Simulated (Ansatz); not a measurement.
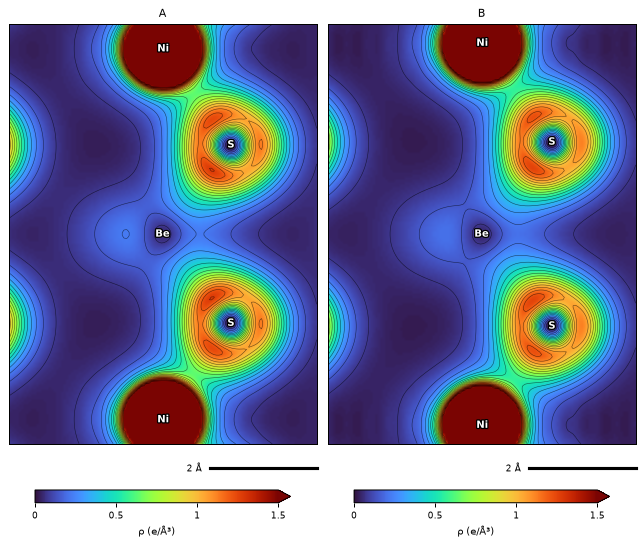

Be3NiS4. The valence electron density of two cells that differ in size, on the (11̄0) plane of each (indices in the axes of the calculation cell), at one length scale and on one colour scale: B has 16.2 Å³ an atom and A 14.8.

Method: DFT PBE, scalar-relativistic, plane waves, PAW (Ansatz 0.2.0).

In a PAW calculation such maps are meaningful between the atoms, not at the nuclei.

The larger cell:

```
CELL_PARAMETERS angstrom
5.05596 0.00000 0.00000
0.00000 5.05596 0.00000
0.00000 0.00000 5.05596
ATOMIC_POSITIONS crystal
Be 0.50000 0.50000 0.00000
Be 0.50000 0.00000 0.50000
Be 0.00000 0.50000 0.50000
Ni 0.00000 0.00000 0.00000
S 0.25918 0.25918 0.25918
S 0.25918 0.74082 0.74082
S 0.74082 0.25918 0.74082
S 0.74082 0.74082 0.25918
```

The smaller cell: a = 4.909 Å, b = 4.909 Å, c = 4.909 Å, α = 90.00°, β = 90.00°, γ = 90.00°.

What changes from the larger cell to the smaller?

Answer. From the larger cell to the smaller, Ni–S goes from 2.27 to 2.21 Å, and the density at its midpoint from 0.59 to 0.66 e/Å³; Be–S goes from 2.16 to 2.10 Å, and the density at its midpoint from 0.6 to 0.67 e/Å³; the pressure goes from −4.7 to 2.8 GPa.
